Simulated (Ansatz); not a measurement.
**BH5OSiZn: reading failed and doubtful runs**

Aim: try 4 inputs for BH5OSiZn as typed, read how each ends, and find what has to change.

Program: Ansatz 0.2.0, Gaussian basis. Level of theory: the settings change from run to run. These are calculated values, not measurements.

**1. The molecule**

An earlier PBE0-D4 in a triple-zeta def2 set relaxation fixed the geometry.

SMILES `OB[SiH2][ZnH]`, 9 atoms, charge 0, spin multiplicity 1.

Atoms are counted from 1 here; the program's logs count them from 0.

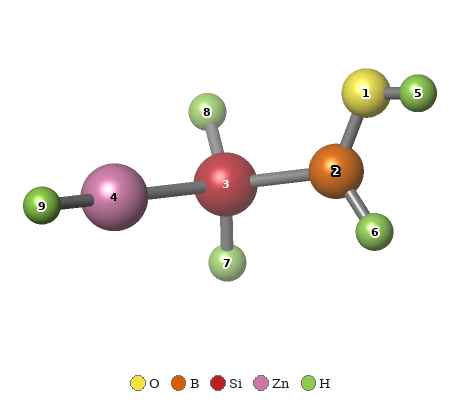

The structure; oxygen yellow, boron orange, silicon red, zinc pink, hydrogen green; atoms are numbered from 1 in the order of the file.

**2. Attempt 1**

Input file in.yaml:

```yaml
crystal:
  periodic: [false, false, false]
  atoms:
    - {symbol: O, position_ang: [0.470525, 0.963154, -1.891265]}
    - {symbol: B, position_ang: [0.706660, 0.886214, -0.560174]}
    - {symbol: Si, position_ang: [0.393162, -0.852946, 0.407065]}
    - {symbol: Zn, position_ang: [-1.813190, -0.870446, 1.306577]}
    - {symbol: H, position_ang: [0.609294, 1.842293, -2.255008]}
    - {symbol: H, position_ang: [1.044222, 1.881598, 0.033253]}
    - {symbol: H, position_ang: [1.364140, -0.983511, 1.535734]}
    - {symbol: H, position_ang: [0.573457, -2.039877, -0.481909]}
    - {symbol: H, position_ang: [-3.259672, -0.872776, 1.888527]}
basis:
  gaussian: {orbitals: def2-mTZVP, fitting: {mean_field: cc-pVTZ-jkfit}}
hamiltonian: {xc: {name: PBE}}
scf: {lower_state_search: light}
output: {forces: true}
```

Run with:

```console
$ ansatz run in.yaml --threads 4 --pin off --events-out ev --progress --plain --max-ram 10444MiB
```

The program printed:

```text
Functional definition: PBE
  name "PBE"
  cite "Perdew, Burke & Ernzerhof, Phys. Rev. Lett. 77, 3865 (1996) doi:10.1103/PhysRevLett.77.3865"
  parent pbe
  parameter kappa = 0.804
  parameter beta = 0.06672455060314922
  exchange = pbe_x(kappa = kappa, mu = beta*pi^2/3)
  correlation = pbe_c(beta = beta)
Error: <dir> the basis set cc-pVTZ-JKFIT has no functions for Zn
```

Wall time 0.1 s (4 threads of Arm Neoverse V1, shared host).

**Diagnosis.** Refused before any calculation. The fitting set named has no entry for an element of this molecule. Cure: leave the fitting key out, or name a set that covers all elements and suits the basis.

**3. Attempt 2**

Input file in.yaml:

```yaml
crystal:
  periodic: [false, false, false]
  atoms:
    - {symbol: O, position_ang: [0.470525, 0.963154, -1.891265]}
    - {symbol: B, position_ang: [0.706660, 0.886214, -0.560174]}
    - {symbol: Si, position_ang: [0.393162, -0.852946, 0.407065]}
    - {symbol: Zn, position_ang: [-1.813190, -0.870446, 1.306577]}
    - {symbol: H, position_ang: [0.609294, 1.842293, -2.255008]}
    - {symbol: H, position_ang: [1.044222, 1.881598, 0.033253]}
    - {symbol: H, position_ang: [1.364140, -0.983511, 1.535734]}
    - {symbol: H, position_ang: [0.573457, -2.039877, -0.481909]}
    - {symbol: H, position_ang: [-3.259672, -0.872776, 1.888527]}
basis:
  gaussian: {orbitals: cc-pVDZ}
hamiltonian: {xc: {name: rPW86-PBE}}
multiplicity: 3
```

Launched as before.

The program printed:

```text
Error: YAML parse error: error: line 16 column 1: unknown field `multiplicity`, expected one of crystal, accuracy, basis, kpoints, hamiltonian, magnetization, projection, total_charge, correlation, batch, efield, external_charges, scf, relax, neb, saddle, md, ramp, phonons, dielectric, real_time, elastic, magnetic_configurations, gw, evaluate, workflow, output, checkpoint, execution
  --> <input>:16:1
   |
14 |   gaussian: {orbitals: cc-pVDZ}
15 | hamiltonian: {xc: {name: rPW86-PBE}}
16 | multiplicity: 3
   | ^ unknown field `multiplicity`, expected one of crystal, accuracy, basis, kpoints, hamiltonian, magnetization, projection, total_charge, correlation, batch, efield, external_charges, scf, relax, neb, saddle, md, ramp, phonons, dielectric, real_time, elastic, magnetic_configurations, gw, evaluate, workflow, output, checkpoint, execution
```

Wall time 0.05 s (4 threads of Arm Neoverse V1, shared host).

**Diagnosis.** The program refused the input. The input holds a key that doesn't belong there. Fix: remove the key, or spell it as the input reference has it.

**4. Attempt 3**

Input file in.yaml:

```yaml
crystal:
  periodic: [false, false, false]
  atoms:
    - {symbol: O, position_ang: [0.446984, 1.104813, -1.998605]}
    - {symbol: B, position_ang: [0.569329, 0.762292, -0.658890]}
    - {symbol: Si, position_ang: [0.536883, -0.833412, 0.592371]}
    - {symbol: Zn, position_ang: [-1.845256, -0.760471, 1.121604]}
    - {symbol: H, position_ang: [0.696936, 2.155982, -2.403787]}
    - {symbol: H, position_ang: [1.023556, 1.737944, 0.101802]}
    - {symbol: H, position_ang: [1.440154, -0.825051, 1.749797]}
    - {symbol: H, position_ang: [0.577794, -2.004266, -0.396255]}
    - {symbol: H, position_ang: [-3.365526, -0.863189, 2.100047]}
basis:
  gaussian: {orbitals: aug-pcseg-2, final_grid: {core_spheres: 20, valence_spheres: 16, degree: 47}}
total_charge: 1
magnetization: {spin_polarized: true, initial_magnetization: 1}
hamiltonian: {xc: {name: LC-wPBE}}
relax: {f_tol: 0.001, max_steps: 3}
output: {forces: true}
```

Launched as before.

The program printed:

```text
Functional definition: LC-wPBE
  name "LC-wPBE"
  cite "Vydrov & Scuseria, J. Chem. Phys. 125, 234109 (2006) doi:10.1063/1.2409292"
  cite "Heyd & Scuseria, J. Chem. Phys. 120, 7274 (2004) doi:10.1063/1.1668634"
  cite "Ernzerhof & Perdew, J. Chem. Phys. 109, 3313 (1998) doi:10.1063/1.476928"
  cite "Perdew, Burke & Ernzerhof, Phys. Rev. Lett. 77, 3865 (1996) doi:10.1103/PhysRevLett.77.3865"
  parent pbe
  parameter omega = 0.4/bohr
  exchange = pbe_x_sr(omega) + exact_x_lr(omega)
  correlation = pbe_c
1537 factors; their error is unknown
838 factors; integrals over basis functions are off by at most 3.0e-6 eV
mean field evaluation 1: about -59069.2633 eV, gradient 6.2e1 eV
mean field evaluation 2: about -58952.2844 eV, gradient 1.4e2 eV
mean field evaluation 4: about -59083.7023 eV, gradient 1.5e1 eV
mean field evaluation 8: about -59084.3289 eV, gradient 5.1e-1 eV
mean field evaluation 16: about -59084.3314 eV, gradient 5.5e-2 eV
mean field evaluation 32: about -59084.3315 eV, gradient 6.3e-5 eV
mean field -59084.33153552 eV, -2171.3091351320 hartree, gradient 3.4e-5 eV, S^2 0.801806; 2 other end points of the search recorded, 0 dependent functions left out
the calculation of the forces begins
reference -59084.33153553 eV, -2171.3091351324 hartree; 31, 30 occupied and 307, 308 virtual orbitals, 1537 factors
relax step   1: F+E_penalty+E_count = -59084.33153552 eV  Δ(F+E_penalty+E_count) = +0.000e0 eV  max|allowed force component| = 4.910e0 eV/Å  Δτ_max = 0.0000 Å  (86 SCF iters, accepted)
these checks for a lower state are left out or cut short: starts, cluster_reference, orbital_swaps, neighbouring_geometries, increment
1537 factors; their error is unknown
838 factors; integrals over basis functions are off by at most 3.3e-6 eV
mean field -59086.03718972 eV, -2171.3718167678 hartree, gradient 1.1e-5 eV, S^2 0.774751; 0 other end points of the search recorded, 0 dependent functions left out
the calculation of the forces begins
reference -59086.03718973 eV, -2171.3718167682 hartree; 31, 30 occupied and 307, 308 virtual orbitals, 1537 factors
relax step   2: F+E_penalty+E_count = -59086.03718972 eV  Δ(F+E_penalty+E_count) = -1.706e0 eV  max|allowed force component| = 2.330e0 eV/Å  Δτ_max = 0.1946 Å  (62 SCF iters, accepted)
these checks for a lower state are left out or cut short: starts, cluster_reference, orbital_swaps, neighbouring_geometries, increment
1537 factors; their error is unknown
838 factors; integrals over basis functions are off by at most 3.2e-6 eV
mean field -59086.30379814 eV, -2171.3816144466 hartree, gradient 2.6e-5 eV, S^2 0.771217; 0 other end points of the search recorded, 0 dependent functions left out
the calculation of the forces begins
reference -59086.30379815 eV, -2171.3816144470 hartree; 31, 30 occupied and 307, 308 virtual orbitals, 1537 factors
relax step   3: F+E_penalty+E_count = -59086.30379814 eV  Δ(F+E_penalty+E_count) = -2.666e-1 eV  max|allowed force component| = 7.527e-1 eV/Å  Δτ_max = 0.1927 Å  (53 SCF iters, accepted)
Error: geometry relaxation did not converge after 3 steps: max|allowed force component| = 7.53e-1 eV/Å (threshold 1.0e-3). Raise `relax.max_steps` over both its present limit and 3, loosen `relax.f_tol`, or start from a geometry closer to equilibrium. Where this run's directory can be resumed (`checkpoint.write`), a resume goes on for up to `relax.max_steps` more
```

Wall time 89 s (4 threads of Arm Neoverse V1, shared host); peak memory 2.3 GiB.

**Diagnosis.** The run did not converge. The relaxation is allowed too few steps for its threshold. The start was also shaken off the relaxed geometry, so there is far to go. It also asks for charge 1 and multiplicity 2, another species or state than the molecule above. Cure: raise relax.max_steps, and set charge and spin to those of the species named.

**5. Attempt 4**

Input file in.yaml:

```yaml
crystal:
  periodic: [false, false, false]
  atoms:
    - {symbol: O, position_ang: [0.535159, 0.929504, -1.905668]}
    - {symbol: B, position_ang: [0.930068, 1.080500, -0.469641]}
    - {symbol: Si, position_ang: [0.518623, -0.785863, 0.232788]}
    - {symbol: Zn, position_ang: [-1.697067, -0.811015, 1.168846]}
    - {symbol: H, position_ang: [0.582840, 1.739899, -2.152661]}
    - {symbol: H, position_ang: [0.962262, 1.856093, -0.104993]}
    - {symbol: H, position_ang: [1.588124, -1.194813, 1.379042]}
    - {symbol: H, position_ang: [0.575025, -2.195017, -0.310301]}
    - {symbol: H, position_ang: [-3.226859, -0.813535, 1.881444]}
basis:
  gaussian: {orbitals: def2-mTZVP}
total_charge: -1
magnetization: {spin_polarized: true, initial_magnetization: 1}
hamiltonian: {xc: {name: CAM-B3LYP}, dispersion: d3bj}
relax: {f_tol: 0.0001, max_steps: 3}
```

The command is unchanged.

The program printed:

```text
Functional definition: CAM-B3LYP
  name "CAM-B3LYP"
  cite "Yanai, Tew & Handy, Chem. Phys. Lett. 393, 51 (2004) doi:10.1016/j.cplett.2004.06.011"
  cite "Iikura, Tsuneda, Yanai & Hirao, J. Chem. Phys. 115, 3540 (2001) doi:10.1063/1.1383587"
  cite "Becke, Phys. Rev. A 38, 3098 (1988) doi:10.1103/PhysRevA.38.3098"
  cite "Lee, Yang & Parr, Phys. Rev. B 37, 785 (1988) doi:10.1103/PhysRevB.37.785"
  cite "Vosko, Wilk & Nusair, Can. J. Phys. 58, 1200 (1980) doi:10.1139/p80-159"
  parameter alpha = 0.19
  parameter beta = 0.46
  parameter omega = 0.33/bohr
  parameter ac = 0.81
  # Exact exchange under (alpha + beta erf(omega r))/r, Becke's under what is left of 1/r.
  exchange = (1 - alpha - beta)*b88_x + beta*b88_x_sr(omega) + alpha*exact_x + beta*exact_x_lr(omega)
  correlation = (1 - ac)*vwn5_c + ac*lyp_c
1193 factors; integrals over basis functions are off by at most 7.4e-4 eV
364 factors; integrals over basis functions are off by at most 2.1e-6 eV
mean field evaluation 1: about -59098.6210 eV, gradient 2.8e1 eV
mean field evaluation 2: about -59097.9339 eV, gradient 4.3e1 eV
mean field evaluation 4: about -59101.2111 eV, gradient 1.6e0 eV
mean field evaluation 8: about -59101.2989 eV, gradient 2.4e-1 eV
mean field evaluation 16: about -59101.2999 eV, gradient 1.9e-3 eV
mean field -59101.29993059 eV, -2171.9327121491 hartree, gradient 4.5e-5 eV, S^2 0.757251; 2 other end points of the search recorded, 0 dependent functions left out
the calculation of the forces begins
reference -59101.30007571 eV, -2171.9327174822 hartree; 32, 31 occupied and 81, 82 virtual orbitals, 1193 factors
relax step   1: F+E_penalty+E_count = -59101.45525290 eV  Δ(F+E_penalty+E_count) = +0.000e0 eV  max|allowed force component| = 2.056e1 eV/Å  Δτ_max = 0.0000 Å  (52 SCF iters, accepted)
these checks for a lower state are left out or cut short: starts, cluster_reference, orbital_swaps, neighbouring_geometries, increment
1193 factors; integrals over basis functions are off by at most 9.3e-4 eV
364 factors; integrals over basis functions are off by at most 2.3e-6 eV
mean field evaluation 32: about -59104.8190 eV, gradient 5.7e-1 eV
mean field -59104.83008423 eV, -2172.0624429026 hartree, gradient 1.6e-5 eV, S^2 0.760266; 0 other end points of the search recorded, 0 dependent functions left out
the calculation of the forces begins
reference -59104.83022931 eV, -2172.0624482342 hartree; 32, 31 occupied and 81, 82 virtual orbitals, 1193 factors
relax step   2: F+E_penalty+E_count = -59104.98276522 eV  Δ(F+E_penalty+E_count) = -3.528e0 eV  max|allowed force component| = 3.877e0 eV/Å  Δτ_max = 0.1979 Å  (47 SCF iters, accepted)
these checks for a lower state are left out or cut short: starts, cluster_reference, orbital_swaps, neighbouring_geometries, increment
1193 factors; integrals over basis functions are off by at most 9.2e-4 eV
364 factors; integrals over basis functions are off by at most 2.0e-6 eV
mean field -59105.14924648 eV, -2172.0741718992 hartree, gradient 2.3e-5 eV, S^2 0.764854; 0 other end points of the search recorded, 0 dependent functions left out
the calculation of the forces begins
reference -59105.14939261 eV, -2172.0741772692 hartree; 32, 31 occupied and 81, 82 virtual orbitals, 1193 factors
relax step   3: F+E_penalty+E_count = -59105.30084713 eV  Δ(F+E_penalty+E_count) = -3.181e-1 eV  max|allowed force component| = 1.064e0 eV/Å  Δτ_max = 0.1926 Å  (45 SCF iters, accepted)
Error: geometry relaxation did not converge after 3 steps: max|allowed force component| = 1.06e0 eV/Å (threshold 1.0e-4). Raise `relax.max_steps` over both its present limit and 3, loosen `relax.f_tol`, or start from a geometry closer to equilibrium. Where this run's directory can be resumed (`checkpoint.write`), a resume goes on for up to `relax.max_steps` more
```

It took 13 s on 4 threads of Arm Neoverse V1, shared host.

**Diagnosis.** The run did not converge. The relaxation is allowed too few steps for its threshold. The start was also shaken off the relaxed geometry, so there is far to go. It also asks for charge -1 and multiplicity 2, another species or state than the molecule above. Cure: raise relax.max_steps, and set charge and spin to those of the species named.

**6. How the tries ended**

| attempt | level | ended | cause | time |
| --- | --- | --- | --- | --- |
| 1 | PBE/def2-mTZVP | refused | the fitting set named has no entry for an element of this molecule | 0.1 s |
| 2 | rPW86-PBE/cc-pVDZ | refused | the input holds a key that doesn't belong there | 0.05 s |
| 3 | LC-wPBE/aug-pcseg-2 | not converged | the relaxation is allowed too few steps for its threshold | 89 s |
| 4 | CAM-B3LYP/def2-mTZVP | not converged | the relaxation is allowed too few steps for its threshold | 13 s |

2 refused, 2 not converged. A refusal costs next to no computing time.
